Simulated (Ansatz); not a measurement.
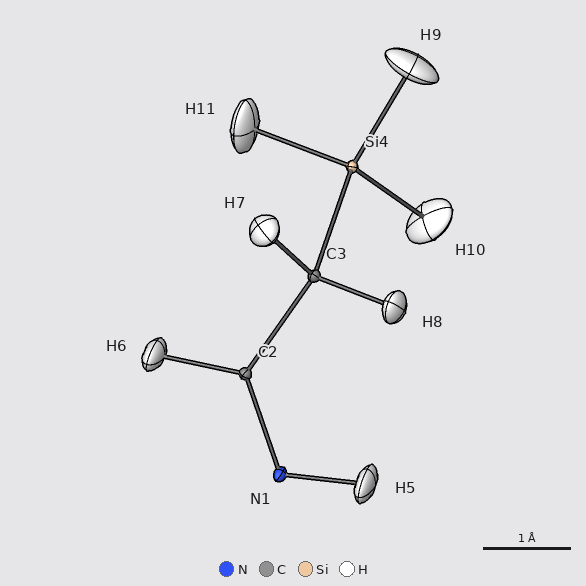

Displacement ellipsoids at the 50 % level, from the internal vibrations of the free molecule (harmonic, no overall translation or rotation; no half-axis is drawn under 0.075 Å). Vibrations computed with RKS PBE0-D4/def2-TZVP (Ansatz 0.2.0). Temperature: 0 K (zero-point motion alone).

### Which atom has the largest mean-square displacement?

H11, with U_eq = 0.0280 Å².

### Does H5 move more along its bond or across it?

Across it: the root-mean-square amplitude is 0.073 Å along the bond and up to 0.203 Å across, since bending and torsion are softer than stretching.

List U_eq and the three principal root-mean-square amplitudes for each kind of atom.

| atom | U_eq (Å²) | rms amplitudes (Å) |
| --- | --- | --- |
| N1 | 0.0024 | 0.025, 0.031, 0.074 |
| C2 | 0.0019 | 0.033, 0.039, 0.056 |
| C3 | 0.0020 | 0.035, 0.041, 0.057 |
| Si4 | 0.00069 | 0.013, 0.018, 0.040 |
| H5 | 0.0211 | 0.072, 0.129, 0.203 |
| H6 | 0.0201 | 0.078, 0.116, 0.202 |
| H7 | 0.0142 | 0.089, 0.124, 0.140 |
| H8 | 0.0150 | 0.081, 0.128, 0.149 |
| H9 | 0.0277 | 0.091, 0.158, 0.223 |
| H10 | 0.0275 | 0.087, 0.173, 0.212 |
| H11 | 0.0280 | 0.086, 0.156, 0.228 |
